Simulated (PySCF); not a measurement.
H9NSi4

Input

```
{"job": {"kind": "nmr", "xc": "PBE0", "basis": "pcSseg-1"}, "charge": 0, "multiplicity": 1}
N      2.114925    -1.383889     0.201897
Si     0.880298    -0.589750    -0.722545
Si     0.379702     1.688920    -0.289952
Si    -1.748906     1.048179     0.487509
Si    -1.260901    -1.212065     0.040233
H      3.081557    -1.208000    -0.021208
H      2.011145    -1.438327     1.201871
H      1.322081    -0.920241    -2.087555
H      1.231909     2.389309     0.686724
H      0.403442     2.612610    -1.433237
H     -2.901173     1.621688    -0.221538
H     -2.042283     1.378950     1.889836
H     -1.333614    -2.126588     1.189933
H     -2.138860    -1.861267    -0.944136
```

Run with:

```sh
OMP_NUM_THREADS=1 python probes_run.py task.json out
```

Geometry: GFN2-xTB.

Level of theory: PBE0/pcSseg-1, SCF density, gas phase, non-relativistic in PySCF.

**What can the converged electron density and electron localisation function tell about the bonding?**

Si–Si (2.35 Å): the density is about 0.62 e/Å³ at the midpoint; the ELF peaks at about 1 between the atoms, as expected for localised, covalent bonding.

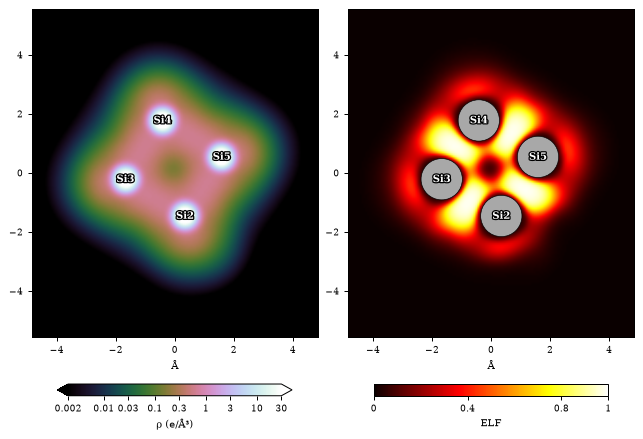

Computed electron density and electron localisation function on the plane of atoms Si3, Si4 and Si5, in this order. Grey discs cover the atomic cores in the ELF map. 
